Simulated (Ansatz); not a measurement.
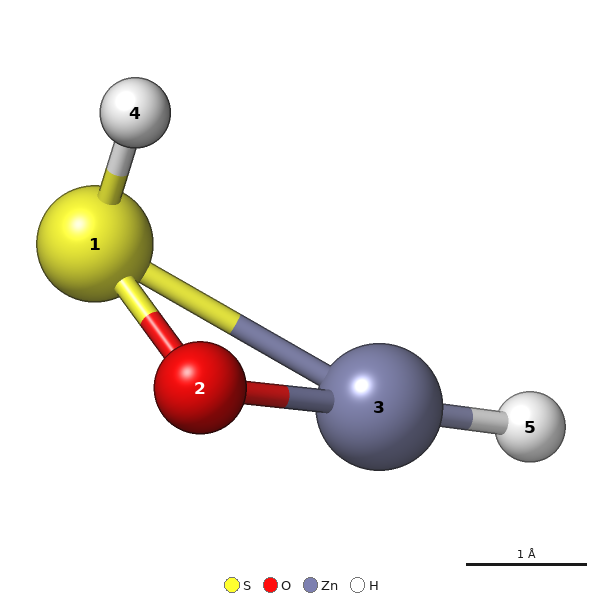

Computed geometry: PBE-D4/def2-SVP optimisation. No frequency run is at hand to confirm it as a minimum.

Which atoms are bonded, and how long are the bonds?

```tsv
bond	length (Å)
S1–O2	1.707
S1–Zn3	2.758
S1–H4	1.378
O2–Zn3	1.828
Zn3–H5	1.517
```
